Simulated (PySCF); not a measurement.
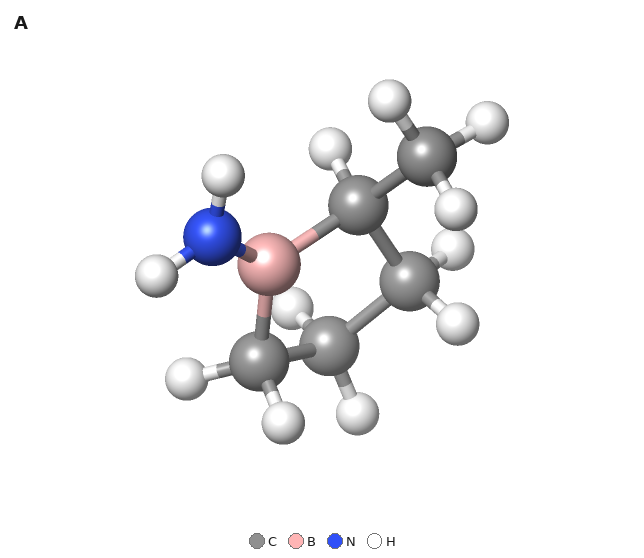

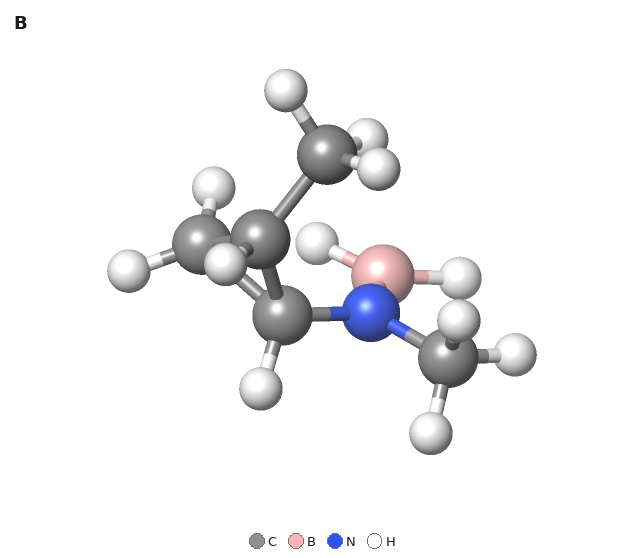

2 stationary structures of one formula. Geometries: GFN2-xTB. Electronic energies: PBE0/pcSseg-1 (PySCF 2.14.0), without zero-point energy. No frequency run is at hand to confirm each as a minimum. Each is one conformer, not always the lowest.

**Are they conformers, stereoisomers or constitutional isomers?**

They are constitutional isomers of C5H12BN: A `C[C@H]1CCCB1N`, B `BN(C)[C@@H]1C[C@@H]1C`.

**Which is lowest in energy, and by how much?**

A is lowest; B lies 194.2 kJ/mol above it.

The geometry is semi-empirical. Around B such bond lengths and angles can be off by a tenth of an ångström or more and by several degrees, and values that hang on the shape move with them.
